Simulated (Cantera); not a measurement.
Feed: 1 mol CH3SiH3, 0.011 mol CH4, 5.6 mol H2, 0.0005 mol O2, held at 0.825 Torr.

Cantera equilibrium calculation (NASA polynomials, part measured and part estimated; ideal gas, pure solids and liquids). Candidate condensed phases: C, C6H6, C7H8, C8H18, H2O, Si, SiC, SiO2; 123 gas species. The feed counts by its element totals alone. Equilibrium is a limit: real reactors are often held back by kinetics, nucleation or transport.

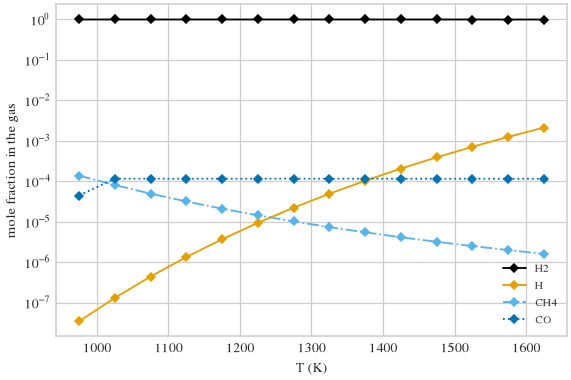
*Equilibrium gas composition (values under 1e-9 drawn at 1e-9)*

At 975 K the condensed part is C(graphite) + SiC(s) + SiO2(β-quartz). From 1025 K to 1625 K the condensed part is C(graphite) + SiC(s).
